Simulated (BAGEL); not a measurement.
# A workflow on C2H5FSi (SMILES FC=C[SiH3])

Aim: a single-point energy (HF/def2-SV(P)), then the energy (NEVPT2(2,2)/def2-SV(P)), then the energy (CASPT2(2,2)/def2-SV(P)) of C2H5FSi. 

The results are computed with BAGEL 1.2.2.

2 further runs of the same task are left out: 2 set aside as unsound or not needed.

**1. Starting point**

C2H5FSi has 9 atoms, charge 0, and is taken as a singlet. SMILES: `FC=C[SiH3]`. The C3–H6 distance was set to 1.468 Å, away from the relaxed value.

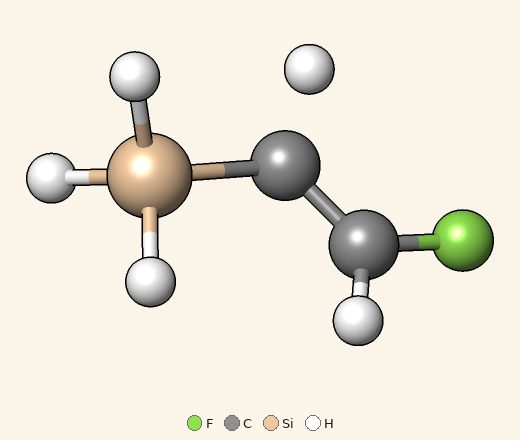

Viewed from a chosen angle; fluorine green, carbon grey, silicon light orange, hydrogen white.

**2. The energy at HF/def2-SV(P) (density fitting with svp-jkfit) (run 1)**

File hf.json:

```json
{ "bagel" : [

{
  "title" : "molecule",
  "basis" : "def2-sv_p_.json",
  "df_basis" : "svp-jkfit",
  "angstrom" : false,
  "geometry" : [
    { "atom" : "F", "xyz" : [ -2.12989709,  4.52879291,  0.28640878 ] },
    { "atom" : "C", "xyz" : [ -0.84185976,  2.62791740, -0.76125538 ] },
    { "atom" : "C", "xyz" : [ -0.38530193,  0.48288928,  0.43475228 ] },
    { "atom" : "Si", "xyz" : [  1.41144967, -2.09639791, -1.10310684 ] },
    { "atom" : "H", "xyz" : [ -0.24829678,  3.09014441, -2.67006774 ] },
    { "atom" : "H", "xyz" : [ -1.35323288,  0.22317666,  3.02091618 ] },
    { "atom" : "H", "xyz" : [  3.73505691, -2.70224411,  0.35519481 ] },
    { "atom" : "H", "xyz" : [ -0.13963753, -4.43323324, -1.26826890 ] },
    { "atom" : "H", "xyz" : [  2.12652204, -1.26983171, -3.69127574 ] }
  ]
},
{
  "title" : "hf"
},
{
  "title" : "print",
  "file" : "orbitals.molden",
  "orbitals" : true
}

]}
```

The basis set def2-SV(P) is read from a file made from the Basis Set Exchange's data (not shown).

Launch:

```console
$ BAGEL_NUM_THREADS=1 BAGEL hf.json > hf.out
```

Output:

```text
* using 1 threads per process

  ===============================================================
  ===============================================================

  *** Geometry ***

  { "atom" : "F", "xyz" : [     -2.129897,      4.528793,      0.286409 ] },
  { "atom" : "C", "xyz" : [     -0.841860,      2.627917,     -0.761255 ] },
  { "atom" : "C", "xyz" : [     -0.385302,      0.482889,      0.434752 ] },
  { "atom" : "Si", "xyz" : [      1.411450,     -2.096398,     -1.103107 ] },
  { "atom" : "H", "xyz" : [     -0.248297,      3.090144,     -2.670068 ] },
  { "atom" : "H", "xyz" : [     -1.353233,      0.223177,      3.020916 ] },
  { "atom" : "H", "xyz" : [      3.735057,     -2.702244,      0.355195 ] },
  { "atom" : "H", "xyz" : [     -0.139638,     -4.433233,     -1.268269 ] },
  { "atom" : "H", "xyz" : [      2.126522,     -1.269832,     -3.691276 ] },

  Number of auxiliary basis functions:      445

  Since a DF basis is specified, we compute 2- and 3-index integrals:
    o Being stored without compression. Storage requirement is 0.017 GB

  Number of basis functions:       70
  Number of electrons      :       40

    * METHOD: MOLECULE                             0.17

  *** RHF ***

  === Nuclear Repulsion ===
   147.5058365916

      * DIIS with orbital gradients will be used.

  === RHF iteration (def2-sv_p_.json) ===
      0       -466.55287444          0.01631143           0.04
      1       -466.66277494          0.00815823           0.04
      2       -466.68800658          0.00190447           0.04
      3       -466.68996169          0.00052590           0.04
      4       -466.69008239          0.00011620           0.04
      5       -466.69009191          0.00003363           0.04
      6       -466.69009270          0.00001843           0.04
      7       -466.69009288          0.00000352           0.04
      8       -466.69009289          0.00000148           0.04
      9       -466.69009289          0.00000054           0.04
     10       -466.69009289          0.00000018           0.04
     11       -466.69009289          0.00000007           0.04
     12       -466.69009289          0.00000003           0.04
     13       -466.69009289          0.00000001           0.04
     14       -466.69009289          0.00000000           0.04
    * SCF iteration converged.

    * Permanent dipole moment:
           (   -0.218622,     0.206259,     0.301415) a.u.

    * METHOD: HF                                   0.70

    * METHOD: PRINT                                0.01

  ===============================================================
```

Run time: 1 s. Hardware: 1 thread of Arm Neoverse V1, shared host; peak memory 0.15 GiB.

**3. The energy at NEVPT2(2,2)/def2-SV(P) (density fitting with svp-jkfit) (run 2)**

File nevpt2.json:

```json
{ "bagel": [

{
  "title": "molecule",
  "basis": "def2-sv_p_.json",
  "df_basis": "svp-jkfit",
  "geometry": [
    { "atom": "F", "xyz": [ -2.12989709,  4.52879291,  0.28640878 ] },
    { "atom": "C", "xyz": [ -0.84185976,  2.62791740, -0.76125538 ] },
    { "atom": "C", "xyz": [ -0.38530193,  0.48288928,  0.43475228 ] },
    { "atom": "Si", "xyz": [  1.41144967, -2.09639791, -1.10310684 ] },
    { "atom": "H", "xyz": [ -0.24829678,  3.09014441, -2.67006774 ] },
    { "atom": "H", "xyz": [ -1.35323288,  0.22317666,  3.02091618 ] },
    { "atom": "H", "xyz": [  3.73505691, -2.70224411,  0.35519481 ] },
    { "atom": "H", "xyz": [ -0.13963753, -4.43323324, -1.26826890 ] },
    { "atom": "H", "xyz": [  2.12652204, -1.26983171, -3.69127574 ] }
  ]
},
{
  "title": "hf"
},
{
  "title": "nevpt2",
  "nstate": 1,
  "nact": 2,
  "nclosed": 19,
  "active": [19, 21],
  "maxiter": 200,
  "natocc": "true",
  "ncore": 8
},
{
  "title": "print",
  "file": "orbitals.molden",
  "orbitals": "true"
}

]}
```

The basis set def2-SV(P) is read from a file made from the Basis Set Exchange's data (not shown).

Launch:

```console
$ BAGEL_NUM_THREADS=1 BAGEL nevpt2.json > nevpt2.out
```

Output:

```text
* using 1 threads per process

  ===============================================================
  ===============================================================

  *** Geometry ***

  { "atom" : "F", "xyz" : [     -2.129897,      4.528793,      0.286409 ] },
  { "atom" : "C", "xyz" : [     -0.841860,      2.627917,     -0.761255 ] },
  { "atom" : "C", "xyz" : [     -0.385302,      0.482889,      0.434752 ] },
[... 5 lines of this table left out ...]
  { "atom" : "H", "xyz" : [      2.126522,     -1.269832,     -3.691276 ] },

  Number of auxiliary basis functions:      445

  Since a DF basis is specified, we compute 2- and 3-index integrals:
    o Being stored without compression. Storage requirement is 0.017 GB

[... 18 lines left out ...]
    * SCF iteration converged.
[... 1 line left out ...]
    * Permanent dipole moment:
[... 28 lines left out ...]
    * Second-order optimization converged. *

     guess   0:   closed 1.                   open ..

  === FCI iteration ===

      0  0      -466.68941661     8.39e-02      0.00
      1  0      -466.71761514     1.71e-03      0.00
      2  0 *    -466.71763291     5.10e-16      0.00

     * ci vector, state   0, <S^2> = 0.0000
       2.     0.9861578003
       .2    -0.1658095079

  === DF-NEVPT2 calculation ===

    * 3-index integral transformation done
    * assembly done

      NEVPT2 correlation energy:   -0.4933201756      0.11

          (+0)     -0.4412076415
          (+0)'    -0.0156098461
          (+1)     -0.0066187453
          (+1)'    -0.0000000000
          (+2)     -0.0002593999
          (-1)     -0.0260295522
          (-1)'     0.0000000000
          (-2)     -0.0035949905

      NEVPT2 total energy:       -467.2109530869

    * METHOD: NEVPT2                               2.11

    * METHOD: PRINT                                0.01

  ===============================================================
```

It took 3.3 s on 1 thread of Arm Neoverse V1, shared host; peak memory 0.15 GiB.

**4. A single-point energy at CASPT2(2,2)/def2-SV(P) (density fitting with svp-jkfit) (run 3)**

File calc.json:

```json
{ "bagel" : [

{
  "title" : "molecule",
  "basis" : "def2-sv_p_.json",
  "df_basis" : "svp-jkfit",
  "angstrom" : false,
  "geometry" : [
    { "atom" : "F", "xyz" : [ -2.12989709,  4.52879291,  0.28640878 ] },
    { "atom" : "C", "xyz" : [ -0.84185976,  2.62791740, -0.76125538 ] },
    { "atom" : "C", "xyz" : [ -0.38530193,  0.48288928,  0.43475228 ] },
    { "atom" : "Si", "xyz" : [  1.41144967, -2.09639791, -1.10310684 ] },
    { "atom" : "H", "xyz" : [ -0.24829678,  3.09014441, -2.67006774 ] },
    { "atom" : "H", "xyz" : [ -1.35323288,  0.22317666,  3.02091618 ] },
    { "atom" : "H", "xyz" : [  3.73505691, -2.70224411,  0.35519481 ] },
    { "atom" : "H", "xyz" : [ -0.13963753, -4.43323324, -1.26826890 ] },
    { "atom" : "H", "xyz" : [  2.12652204, -1.26983171, -3.69127574 ] }
  ]
},
{
  "title" : "hf"
},
{
  "title" : "casscf",
  "nstate" : 1,
  "nact" : 2,
  "nclosed" : 19,
  "active" : [19, 21],
  "maxiter" : 200,
  "natocc" : true
},
{
  "title" : "print",
  "file" : "orbitals.molden",
  "orbitals" : true
},
{
  "title" : "smith",
  "method" : "caspt2",
  "ms" : true,
  "xms" : true,
  "sssr" : true,
  "shift" : 0.2,
  "shift_imag" : true,
  "ncore" : 8
}

]}
```

The basis set def2-SV(P) is read from a file made from the Basis Set Exchange's data (not shown).

Launch:

```console
$ BAGEL_NUM_THREADS=1 BAGEL calc.json > calc.out
```

Output:

```text
* using 1 threads per process

  ===============================================================
  ===============================================================

  *** Geometry ***

  { "atom" : "F", "xyz" : [     -2.129897,      4.528793,      0.286409 ] },
  { "atom" : "C", "xyz" : [     -0.841860,      2.627917,     -0.761255 ] },
  { "atom" : "C", "xyz" : [     -0.385302,      0.482889,      0.434752 ] },
[... 5 lines of this table left out ...]
  { "atom" : "H", "xyz" : [      2.126522,     -1.269832,     -3.691276 ] },

  Number of auxiliary basis functions:      445

  Since a DF basis is specified, we compute 2- and 3-index integrals:
    o Being stored without compression. Storage requirement is 0.017 GB

[... 18 lines left out ...]
    * SCF iteration converged.
[... 1 line left out ...]
    * Permanent dipole moment:
[... 27 lines left out ...]
    * Second-order optimization converged. *
[... 9 lines left out ...]
     * ci vector, state   0, <S^2> = 0.0000
[... 16 lines left out ...]
    * Zeroth order energy : state  0       -0.9830088914
[... 4 lines left out ...]
       #      aibj      arbs      arbi      airj      risj      airs      arst      rist         Etot      error   time
[... 2 lines left out ...]
       0  -0.43989  -0.00441  -0.02674  -0.00722  -0.00038  -0.01367   0.00000   0.00000   -0.4923046  0.0014074   0.06
       1  -0.44007  -0.00444  -0.02684  -0.00735  -0.00041  -0.01396  -0.00000  -0.00000   -0.4930633  0.0002360   0.05
       2  -0.44008  -0.00444  -0.02683  -0.00735  -0.00041  -0.01397  -0.00000  -0.00000   -0.4930877  0.0000468   0.05
       3  -0.44008  -0.00444  -0.02684  -0.00735  -0.00041  -0.01397  -0.00000  -0.00000   -0.4930885  0.0000099   0.05
       4  -0.44008  -0.00444  -0.02684  -0.00735  -0.00041  -0.01397   0.00000  -0.00000   -0.4930886  0.0000019   0.05
       5  -0.44008  -0.00444  -0.02684  -0.00735  -0.00041  -0.01397  -0.00000   0.00000   -0.4930886  0.0000003   0.06

      ------------------------------------------------------------------------------------------------------------------

    * CASPT2 energy : state  0     -467.2133609901
        w/o shift correction       -467.2107214653
        reference weight              0.8617668331

    * METHOD: SMITH                                0.48

  ===============================================================
```

Wall time 3.6 s (1 thread of Arm Neoverse V1, shared host); peak memory 0.15 GiB.

**5. Summary of results**

| quantity | value |
| --- | --- |
| run 1, HF/def2-SV(P): total energy | -466.69009 Eh |
| run 1, HF/def2-SV(P): dipole moment | 1.08 D |
| run 1, HF/def2-SV(P): HOMO energy | -10.68 eV |
| run 1, HF/def2-SV(P): LUMO energy | 3.69 eV |
| run 1, HF/def2-SV(P): HOMO–LUMO gap | 14.37 eV |
| run 2, NEVPT2(2,2)/def2-SV(P): total energy | -467.21095 Eh |
| run 3, CASPT2(2,2)/def2-SV(P): total energy | -467.21336 Eh |
